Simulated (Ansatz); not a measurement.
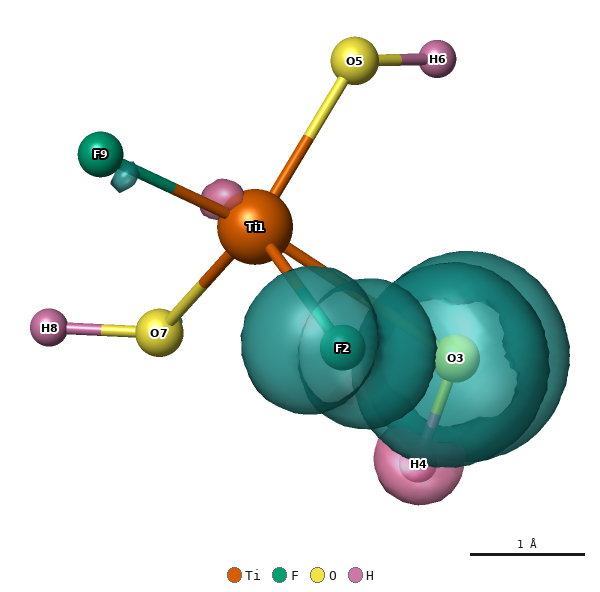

F$_{2}$H$_{3}$O$_{3}$Ti (doublet). Isosurfaces of the spin density at +0.015 (teal) and −0.015 e/Å³ (pink), seen across its widest extent.

Computed with UKS PBE/def2-SVP (Ansatz 0.2.0).

```xyz
9

Ti   -0.2940   -0.0466    0.7595
F     1.4563    0.1641    1.3210
O     1.2034    0.1521   -0.8420
H     1.6559   -0.7243   -0.8681
O    -1.1381    1.3450    0.0096
H    -1.0523    1.6347   -0.9165
O    -0.6320   -1.6479   -0.0143
H    -1.2220   -2.2949    0.4165
F    -1.0694   -0.2307    2.3313
```

Describe the spin distribution.

Answer. The unpaired spin (1 electron) lies mostly on O3 (about 0.8) and F2 (about 0.2), in electrons by Hirshfeld's partition.
